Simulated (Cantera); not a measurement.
A closed system holds: 1 mol Si, 2.3 mol SF6, 71 mol N2, 4.4 mol NF3, held at 0.100 bar.

These are equilibrium values from Cantera (NASA tables, ideal gas, pure condensed phases), not measurements of a reactor. Candidate condensed phases: S, Si, Si3N4; 29 gas species. The tables' values for SF3, SF5 are old estimates; treat these amounts as uncertain. The numbers say what is thermodynamically allowed, not how fast it happens.

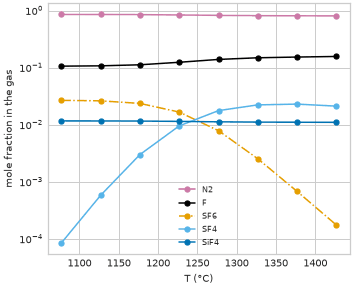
Figure. Equilibrium gas composition (values under 1e-9 drawn at 1e-9)

Task: Read off the mole fractions at 1077 °C.

Result: N2 about 0.85, F about 0.11, SF6 about 0.027, SiF4 about 0.012, SF4 about 8.5e-5.
